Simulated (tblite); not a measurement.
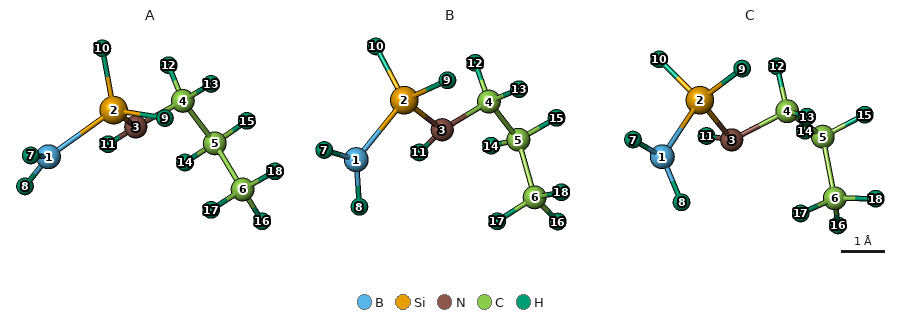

3 geometries from one relaxation of C3H12BNSi, in shuffled order. The picture is a ball-and-stick view, seen from a free direction.

Theory: GFN2-xTB geometry optimisation, gas phase in tblite 0.8.0. 

Order the frames from highest to lowest energy.

C, B, A. They are steps 0, 69, 149, at +21.3 kcal/mol, +1.60 kcal/mol relative to the last. H8 moves most after the best rigid fit: 1.72 Å. Largest moves by element: H 1.72 Å, Si 0.55 Å, C 0.46 Å, B 0.42 Å, N 0.35 Å. Some distances before and after: Si2–N3 1.804 → 1.722 Å, N3–C4 1.484 → 1.440 Å, C6–H18 1.129 → 1.088 Å, Si2–H10 1.449 → 1.490 Å. Among the angles between lasting bonds that change: Si2–N3–C4 102.6° → 124.9°, Si2–N3–H11 108.7° → 119.6°, N3–Si2–H9 112.0° → 103.9°. Groups turn about C5–C6 by about 35°, B1–Si2 by about 25°. Over 149 geometry steps the energy falls by 21.3 kcal/mol. Cost: 0.74 s on 1 thread of Arm Neoverse V2 (shared host).
